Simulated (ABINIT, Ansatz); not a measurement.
# SnH2 (Fm-3m): zone-centre phonons, part 2 of 3

Wanted: the vibrations of SnH2 (Fm-3m) at Γ, by two programs.

ABINIT 10.8.3; DFT LDA, scalar-relativistic, plane waves, HGH norm-conserving pseudopotentials.

So far. Step 3 (Self-consistent run for the response): The cell stands at -0.61 GPa: the relaxation ran with a smoothed and higher cutoff and on another k mesh. Step 4 (Zone-centre response): The acoustic modes at Γ come out as far as 1.1 cm⁻¹ from zero, where they should vanish, a small numerical error. The lowest optical mode is imaginary, 333i cm⁻¹, an instability at this level and on this k mesh. The relaxed cell has a = 5.230 Å (conventional setting).

The structure was built from a prototype and need not be the compound's stable phase.

## (5) Zone-centre analysis

anaddb reads the merged derivatives and imposes the acoustic sum rule.

Input file anaddb.abi:

```
ddb_filepath "gamma_DDB"
output_file "anaddb.abo"
outdata_prefix "anaddb"
asr 1
chneut 1
enunit 2
eivec 1
nph1l 1
qph1l 0.0 0.0 0.0 1.0
```

Input file mrgddb.in:

```
gamma_DDB
merged
2
dfpt_gammao_DDB
gso_DDB
```

Started as:

```console
$ mrgddb < mrgddb.in > mrgddb.log
$ OMP_NUM_THREADS=1 anaddb anaddb.abi > anaddb.log
```

anaddb.abo, the main output file:

```text
-outvars_anaddb: echo values of input variables ----------------------

 Miscellaneous information :
      enunit         2
       eivec         1
         asr         1
 First list of wavevector (reduced coord.) :
       nph1l         1
       qph1l
                     0.00000000E+00  0.00000000E+00  0.00000000E+00    1.000E+00

================================================================================

 read the DDB information and perform some checks

  ==== Info on the Cryst% object ====
 Real(R)+Recip(G) space primitive vectors, cartesian coordinates (Bohr,Bohr^-1):
 R(1)=  0.0000000  4.9419806  4.9419806  G(1)= -0.1011740  0.1011740  0.1011740
 R(2)=  4.9419806  0.0000000  4.9419806  G(2)=  0.1011740 -0.1011740  0.1011740
 R(3)=  4.9419806  4.9419806  0.0000000  G(3)=  0.1011740  0.1011740 -0.1011740
 Unit cell volume ucvol=  2.4139769E+02 bohr^3
 Angles (23,13,12)=  6.00000000E+01  6.00000000E+01  6.00000000E+01 degrees
 Time-reversal symmetry is present
 Reduced atomic positions [iatom, xred, symbol]:
    1)    0.0000000  0.0000000  0.0000000  Sn
    2)    0.2500000  0.2500000  0.2500000   H
    3)    0.7500000  0.7500000  0.7500000   H

 DDB file with 3 blocks has been read.

================================================================================

 Treat the first list of vectors

  Phonon wavevector (reduced coordinates) :  0.00000  0.00000  0.00000
 Phonon energies in Hartree :
  -1.518504E-03 -1.518504E-03 -1.518504E-03  0.000000E+00  0.000000E+00
   0.000000E+00  3.217975E-03  3.217975E-03  3.217975E-03
 Phonon energies in meV     :
- -4.132060E+01 -4.132060E+01 -4.132060E+01  0.000000E+00  0.000000E+00
-  0.000000E+00  8.756556E+01  8.756556E+01  8.756556E+01
 Phonon frequencies in cm-1    :
- -3.332732E+02 -3.332732E+02 -3.332732E+02  0.000000E+00  0.000000E+00
-  0.000000E+00  7.062639E+02  7.062639E+02  7.062639E+02
 Phonon frequencies in Thz     :
- -9.991278E+00 -9.991278E+00 -9.991278E+00  0.000000E+00  0.000000E+00
-  0.000000E+00  2.117326E+01  2.117326E+01  2.117326E+01
 Phonon energies in Kelvin  :
- -4.795057E+02 -4.795057E+02 -4.795057E+02  0.000000E+00  0.000000E+00
-  0.000000E+00  1.016156E+03  1.016156E+03  1.016156E+03

 Eigendisplacements
 (will be given, for each mode : in cartesian coordinates
   for each atom the real part of the displacement vector,
   then the imaginary part of the displacement vector - absolute values smaller than 1.0d-7 are set to zero)
  Mode number    1   Energy   -1.518504E-03
 Attention : low frequency mode.
   (Could be unstable or acoustic mode)
-  1  0.00000000E+00 -1.22176747E-06  2.77783185E-04
-     0.00000000E+00  0.00000000E+00  0.00000000E+00
-  2 -1.29070269E-06  7.19464629E-05 -1.63578734E-02
-     0.00000000E+00  0.00000000E+00  0.00000000E+00
-  3 -1.29070269E-06  7.19464629E-05 -1.63578734E-02
-     0.00000000E+00  0.00000000E+00  0.00000000E+00
  Mode number    2   Energy   -1.518504E-03
 Attention : low frequency mode.
   (Could be unstable or acoustic mode)
-  1  0.00000000E+00  2.77783186E-04  1.22176696E-06
-     0.00000000E+00  0.00000000E+00  0.00000000E+00
-  2 -3.82905348E-07 -1.63578734E-02 -7.19464329E-05
-     0.00000000E+00  0.00000000E+00  0.00000000E+00
-  3 -3.82905348E-07 -1.63578734E-02 -7.19464329E-05
-     0.00000000E+00  0.00000000E+00  0.00000000E+00
  Mode number    3   Energy   -1.518504E-03
 Attention : low frequency mode.
   (Could be unstable or acoustic mode)
-  1  2.77785871E-04  0.00000000E+00  0.00000000E+00
-     0.00000000E+00  0.00000000E+00  0.00000000E+00
-  2 -1.63580316E-02  3.77224832E-07  1.29237432E-06
-     0.00000000E+00  0.00000000E+00  0.00000000E+00
-  3 -1.63580316E-02  3.77224832E-07  1.29237432E-06
-     0.00000000E+00  0.00000000E+00  0.00000000E+00
  Mode number    4   Energy    0.000000E+00
 Attention : low frequency mode.
   (Could be unstable or acoustic mode)
-  1  0.00000000E+00  0.00000000E+00 -2.13166881E-03
-     0.00000000E+00  0.00000000E+00  0.00000000E+00
-  2  0.00000000E+00  0.00000000E+00 -2.13167734E-03
-     0.00000000E+00  0.00000000E+00  0.00000000E+00
-  3  0.00000000E+00  0.00000000E+00 -2.13167734E-03
-     0.00000000E+00  0.00000000E+00  0.00000000E+00
  Mode number    5   Energy    0.000000E+00
 Attention : low frequency mode.
   (Could be unstable or acoustic mode)
-  1  0.00000000E+00 -2.13166880E-03  0.00000000E+00
-     0.00000000E+00  0.00000000E+00  0.00000000E+00
-  2  0.00000000E+00 -2.13167734E-03  0.00000000E+00
-     0.00000000E+00  0.00000000E+00  0.00000000E+00
-  3  0.00000000E+00 -2.13167734E-03  0.00000000E+00
-     0.00000000E+00  0.00000000E+00  0.00000000E+00
  Mode number    6   Energy    0.000000E+00
 Attention : low frequency mode.
   (Could be unstable or acoustic mode)
-  1  2.13166881E-03  0.00000000E+00  0.00000000E+00
-     0.00000000E+00  0.00000000E+00  0.00000000E+00
-  2  2.13167734E-03  0.00000000E+00  0.00000000E+00
-     0.00000000E+00  0.00000000E+00  0.00000000E+00
-  3  2.13167734E-03  0.00000000E+00  0.00000000E+00
-     0.00000000E+00  0.00000000E+00  0.00000000E+00
  Mode number    7   Energy    3.217975E-03
-  1  0.00000000E+00  0.00000000E+00  0.00000000E+00
-     0.00000000E+00  0.00000000E+00  0.00000000E+00
-  2  3.18546751E-06  9.23451641E-06 -1.64963376E-02
-     0.00000000E+00  0.00000000E+00  0.00000000E+00
-  3 -3.18546751E-06 -9.23451641E-06  1.64963376E-02
-     0.00000000E+00  0.00000000E+00  0.00000000E+00
  Mode number    8   Energy    3.217975E-03
-  1  0.00000000E+00  0.00000000E+00  0.00000000E+00
-     0.00000000E+00  0.00000000E+00  0.00000000E+00
-  2  2.23322536E-06 -1.64963377E-02 -9.23408526E-06
-     0.00000000E+00  0.00000000E+00  0.00000000E+00
-  3 -2.23322536E-06  1.64963377E-02  9.23408526E-06
-     0.00000000E+00  0.00000000E+00  0.00000000E+00
  Mode number    9   Energy    3.217975E-03
-  1  0.00000000E+00  0.00000000E+00  0.00000000E+00
-     0.00000000E+00  0.00000000E+00  0.00000000E+00
-  2  1.64963400E-02  2.23144186E-06  3.18671712E-06
-     0.00000000E+00  0.00000000E+00  0.00000000E+00
-  3 -1.64963400E-02 -2.23144186E-06 -3.18671712E-06
-     0.00000000E+00  0.00000000E+00  0.00000000E+00

 Analysis of degeneracies and characters (maximum tolerance=1.00E-06 a.u.)
 For each vibration mode, or group of modes if degenerate,
 the characters are given for each symmetry operation (see the list in the log file).
 Symmetry characters of vibration mode #   1
       degenerate with vibration modes #   2 to    3
  3.0 -3.0 -1.0  1.0 -1.0  1.0 -1.0  1.0  1.0 -1.0 -1.0  1.0  1.0 -1.0 -1.0  1.0
 -0.0  0.0 -0.0  0.0  0.0 -0.0  0.0 -0.0  1.0 -1.0 -1.0  1.0 -1.0  1.0  1.0 -1.0
  0.0 -0.0  0.0 -0.0  0.0 -0.0 -0.0  0.0  1.0 -1.0  1.0 -1.0 -1.0  1.0 -1.0  1.0
 Symmetry characters of vibration mode #   4
       degenerate with vibration modes #   5 to    6
  3.0 -3.0 -1.0  1.0 -1.0  1.0 -1.0  1.0  1.0 -1.0 -1.0  1.0  1.0 -1.0 -1.0  1.0
  0.0 -0.0 -0.0  0.0  0.0 -0.0 -0.0  0.0  1.0 -1.0 -1.0  1.0 -1.0  1.0  1.0 -1.0
  0.0 -0.0  0.0 -0.0 -0.0  0.0 -0.0  0.0  1.0 -1.0  1.0 -1.0 -1.0  1.0 -1.0  1.0
 Symmetry characters of vibration mode #   7
       degenerate with vibration modes #   8 to    9
  3.0  3.0 -1.0 -1.0 -1.0 -1.0 -1.0 -1.0  1.0  1.0 -1.0 -1.0  1.0  1.0 -1.0 -1.0
  0.0  0.0 -0.0 -0.0  0.0  0.0 -0.0 -0.0  1.0  1.0 -1.0 -1.0 -1.0 -1.0  1.0  1.0
  0.0  0.0  0.0  0.0 -0.0 -0.0 -0.0 -0.0  1.0  1.0  1.0  1.0 -1.0 -1.0 -1.0 -1.0
-
```

Elapsed: 0.5 s, on 1 thread of Arm Neoverse V1, shared host.

Read from the output:

```
highest optical zone-centre mode (no LO-TO term) : 706.3 cm⁻¹
lowest optical zone-centre mode                  : -333.3 cm⁻¹
```

No LO-TO term; unit eigenvectors of the mass-weighted matrix, from anaddb's displacements. Modes at Γ, with each element's share of the kinetic energy (negative means imaginary):

| mode | frequency (cm⁻¹) | symmetry | Sn % | H % |
| --- | --- | --- | --- | --- |
| 1 | -333.3 | T1u | 2 | 98 |
| 2 | -333.3 | T1u | 2 | 98 |
| 3 | -333.3 | T1u | 2 | 98 |
| 4 | 0.0 | acoustic | 98 | 2 |
| 5 | 0.0 | acoustic | 98 | 2 |
| 6 | 0.0 | acoustic | 98 | 2 |
| 7 | 706.3 | T2g | 0 | 100 |
| 8 | 706.3 | T2g | 0 | 100 |
| 9 | 706.3 | T2g | 0 | 100 |

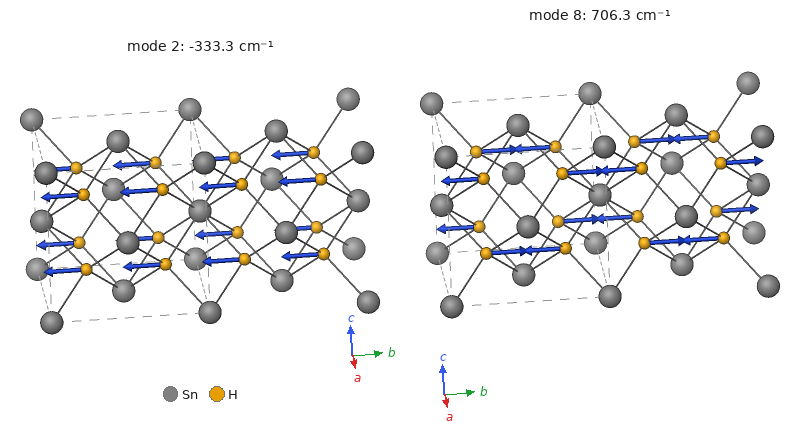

Displacement patterns of modes 2 and 8 at Γ; arrows are exaggerated. 1×2×1 conventional cells are drawn. Some periodic images of atoms are drawn too.

The rule moves no optical mode by more than 0.2 cm⁻¹.

## (6) Sum rules set otherwise (asr 0)

Without the rule the raw error of the acoustic modes shows.

anaddb.abi: that of step 5 with these lines changed.

```diff
@@ -3,4 +3,4 @@
 outdata_prefix "anaddb"
-asr 1
-chneut 1
+asr 0
+chneut 0
 enunit 2
```

mrgddb.in is that of step 5.

anaddb.abo, the main output file:

```text
-outvars_anaddb: echo values of input variables ----------------------

 Miscellaneous information :
      enunit         2
       eivec         1
      chneut         0
 First list of wavevector (reduced coord.) :
       nph1l         1
       qph1l
                     0.00000000E+00  0.00000000E+00  0.00000000E+00    1.000E+00

================================================================================

 read the DDB information and perform some checks

  ==== Info on the Cryst% object ====
 Real(R)+Recip(G) space primitive vectors, cartesian coordinates (Bohr,Bohr^-1):
 R(1)=  0.0000000  4.9419806  4.9419806  G(1)= -0.1011740  0.1011740  0.1011740
 R(2)=  4.9419806  0.0000000  4.9419806  G(2)=  0.1011740 -0.1011740  0.1011740
 R(3)=  4.9419806  4.9419806  0.0000000  G(3)=  0.1011740  0.1011740 -0.1011740
 Unit cell volume ucvol=  2.4139769E+02 bohr^3
 Angles (23,13,12)=  6.00000000E+01  6.00000000E+01  6.00000000E+01 degrees
 Time-reversal symmetry is present
 Reduced atomic positions [iatom, xred, symbol]:
    1)    0.0000000  0.0000000  0.0000000  Sn
    2)    0.2500000  0.2500000  0.2500000   H
    3)    0.7500000  0.7500000  0.7500000   H

 DDB file with 3 blocks has been read.

================================================================================

 Treat the first list of vectors

  Phonon wavevector (reduced coordinates) :  0.00000  0.00000  0.00000
 Phonon energies in Hartree :
  -1.519103E-03 -1.519103E-03 -1.519103E-03 -4.939140E-06 -4.939140E-06
  -4.939139E-06  3.217687E-03  3.217687E-03  3.217687E-03
 Phonon energies in meV     :
- -4.133691E+01 -4.133691E+01 -4.133691E+01 -1.344008E-01 -1.344008E-01
- -1.344008E-01  8.755774E+01  8.755774E+01  8.755774E+01
 Phonon frequencies in cm-1    :
- -3.334046E+02 -3.334046E+02 -3.334046E+02 -1.084016E+00 -1.084016E+00
- -1.084016E+00  7.062008E+02  7.062008E+02  7.062008E+02
 Phonon frequencies in Thz     :
- -9.995220E+00 -9.995220E+00 -9.995220E+00 -3.249798E-02 -3.249798E-02
- -3.249797E-02  2.117137E+01  2.117137E+01  2.117137E+01
 Phonon energies in Kelvin  :
- -4.796949E+02 -4.796949E+02 -4.796949E+02 -1.559657E+00 -1.559657E+00
- -1.559657E+00  1.016065E+03  1.016065E+03  1.016065E+03

 Eigendisplacements
 (will be given, for each mode : in cartesian coordinates
   for each atom the real part of the displacement vector,
   then the imaginary part of the displacement vector - absolute values smaller than 1.0d-7 are set to zero)
  Mode number    1   Energy   -1.519103E-03
 Attention : low frequency mode.
   (Could be unstable or acoustic mode)
-  1  1.51664952E-07  1.35781638E-06  2.77562633E-04
-     0.00000000E+00  0.00000000E+00  0.00000000E+00
-  2 -8.93831902E-06 -8.00224171E-05 -1.63580533E-02
-     0.00000000E+00  0.00000000E+00  0.00000000E+00
-  3 -8.93831902E-06 -8.00224171E-05 -1.63580533E-02
-     0.00000000E+00  0.00000000E+00  0.00000000E+00
  Mode number    2   Energy   -1.519103E-03
 Attention : low frequency mode.
   (Could be unstable or acoustic mode)
-  1  1.54998660E-07  2.77562630E-04 -1.35790107E-06
-     0.00000000E+00  0.00000000E+00  0.00000000E+00
-  2 -9.13478991E-06 -1.63580532E-02  8.00274078E-05
-     0.00000000E+00  0.00000000E+00  0.00000000E+00
-  3 -9.13478991E-06 -1.63580532E-02  8.00274078E-05
-     0.00000000E+00  0.00000000E+00  0.00000000E+00
  Mode number    3   Energy   -1.519103E-03
 Attention : low frequency mode.
   (Could be unstable or acoustic mode)
-  1  2.77565910E-04 -1.55738753E-07 -1.50904880E-07
-     0.00000000E+00  0.00000000E+00  0.00000000E+00
-  2 -1.63582465E-02  9.17840706E-06  8.89352447E-06
-     0.00000000E+00  0.00000000E+00  0.00000000E+00
-  3 -1.63582465E-02  9.17840706E-06  8.89352447E-06
-     0.00000000E+00  0.00000000E+00  0.00000000E+00
  Mode number    4   Energy   -4.939140E-06
 Attention : low frequency mode.
   (Could be unstable or acoustic mode)
-  1  0.00000000E+00  0.00000000E+00  2.13169745E-03
-     0.00000000E+00  0.00000000E+00  0.00000000E+00
-  2  0.00000000E+00  0.00000000E+00  2.12999004E-03
-     0.00000000E+00  0.00000000E+00  0.00000000E+00
-  3  0.00000000E+00  0.00000000E+00  2.12999004E-03
-     0.00000000E+00  0.00000000E+00  0.00000000E+00
  Mode number    5   Energy   -4.939140E-06
 Attention : low frequency mode.
   (Could be unstable or acoustic mode)
-  1  2.66604831E-07 -2.13169743E-03  0.00000000E+00
-     0.00000000E+00  0.00000000E+00  0.00000000E+00
-  2  2.66391291E-07 -2.12999003E-03  0.00000000E+00
-     0.00000000E+00  0.00000000E+00  0.00000000E+00
-  3  2.66391291E-07 -2.12999003E-03  0.00000000E+00
-     0.00000000E+00  0.00000000E+00  0.00000000E+00
  Mode number    6   Energy   -4.939139E-06
 Attention : low frequency mode.
   (Could be unstable or acoustic mode)
-  1  2.13169743E-03  2.66604728E-07  0.00000000E+00
-     0.00000000E+00  0.00000000E+00  0.00000000E+00
-  2  2.12999003E-03  2.66391189E-07  0.00000000E+00
-     0.00000000E+00  0.00000000E+00  0.00000000E+00
-  3  2.12999003E-03  2.66391189E-07  0.00000000E+00
-     0.00000000E+00  0.00000000E+00  0.00000000E+00
  Mode number    7   Energy    3.217687E-03
-  1  0.00000000E+00  0.00000000E+00  0.00000000E+00
-     0.00000000E+00  0.00000000E+00  0.00000000E+00
-  2  1.61330337E-06  1.01467840E-05 -1.64963373E-02
-     0.00000000E+00  0.00000000E+00  0.00000000E+00
-  3 -1.61330337E-06 -1.01467840E-05  1.64963373E-02
-     0.00000000E+00  0.00000000E+00  0.00000000E+00
  Mode number    8   Energy    3.217687E-03
-  1  0.00000000E+00  0.00000000E+00  0.00000000E+00
-     0.00000000E+00  0.00000000E+00  0.00000000E+00
-  2  2.38929332E-06 -1.64963372E-02 -1.01465503E-05
-     0.00000000E+00  0.00000000E+00  0.00000000E+00
-  3 -2.38929332E-06  1.64963372E-02  1.01465503E-05
-     0.00000000E+00  0.00000000E+00  0.00000000E+00
  Mode number    9   Energy    3.217687E-03
-  1  0.00000000E+00  0.00000000E+00  0.00000000E+00
-     0.00000000E+00  0.00000000E+00  0.00000000E+00
-  2  1.64963402E-02  2.38830055E-06  1.61477269E-06
-     0.00000000E+00  0.00000000E+00  0.00000000E+00
-  3 -1.64963402E-02 -2.38830055E-06 -1.61477269E-06
-     0.00000000E+00  0.00000000E+00  0.00000000E+00

 Analysis of degeneracies and characters (maximum tolerance=1.00E-06 a.u.)
 For each vibration mode, or group of modes if degenerate,
 the characters are given for each symmetry operation (see the list in the log file).
 Symmetry characters of vibration mode #   1
       degenerate with vibration modes #   2 to    3
  3.0 -3.0 -1.0  1.0 -1.0  1.0 -1.0  1.0  1.0 -1.0 -1.0  1.0  1.0 -1.0 -1.0  1.0
 -0.0  0.0  0.0 -0.0 -0.0  0.0 -0.0  0.0  1.0 -1.0 -1.0  1.0 -1.0  1.0  1.0 -1.0
 -0.0  0.0  0.0 -0.0 -0.0  0.0 -0.0  0.0  1.0 -1.0  1.0 -1.0 -1.0  1.0 -1.0  1.0
 Symmetry characters of vibration mode #   4
       degenerate with vibration modes #   5 to    6
  3.0 -3.0 -1.0  1.0 -1.0  1.0 -1.0  1.0  1.0 -1.0 -1.0  1.0  1.0 -1.0 -1.0  1.0
 -0.0  0.0  0.0 -0.0 -0.0  0.0  0.0 -0.0  1.0 -1.0 -1.0  1.0 -1.0  1.0  1.0 -1.0
 -0.0  0.0 -0.0  0.0  0.0 -0.0  0.0 -0.0  1.0 -1.0  1.0 -1.0 -1.0  1.0 -1.0  1.0
 Symmetry characters of vibration mode #   7
       degenerate with vibration modes #   8 to    9
  3.0  3.0 -1.0 -1.0 -1.0 -1.0 -1.0 -1.0  1.0  1.0 -1.0 -1.0  1.0  1.0 -1.0 -1.0
  0.0  0.0 -0.0 -0.0  0.0  0.0 -0.0 -0.0  1.0  1.0 -1.0 -1.0 -1.0 -1.0  1.0  1.0
 -0.0 -0.0  0.0  0.0  0.0  0.0 -0.0 -0.0  1.0  1.0  1.0  1.0 -1.0 -1.0 -1.0 -1.0
-
```

The job ended after 0.5 s (1 thread).

Numbers from this step:

```yaml
highest_optical_zone_centre_mode_no_lo_to_term: 706.2 cm⁻¹
lowest_optical_zone_centre_mode: -333.4 cm⁻¹
```

Zone-centre frequencies as printed; negative means imaginary. Modes:

| mode | frequency (cm⁻¹) |
| --- | --- |
| 1 | -333.4 |
| 2 | -333.4 |
| 3 | -333.4 |
| 4 | -1.08 |
| 5 | -1.08 |
| 6 | -1.08 |
| 7 | 706.2 |
| 8 | 706.2 |
| 9 | 706.2 |

[end of part 2 of 3]

[Host names and launcher messages were left out of these logs when they were recorded.]

[Logs are printed without paths, hosts, clocks, repeated set-up lines and the standing remarks that a program may print on its own settings, such as how far it seeks lower states.]

[Hosts, paths, dates, database ids (printed as entryN), source tags and the programs' standing remarks are cut or masked in the printed files.]
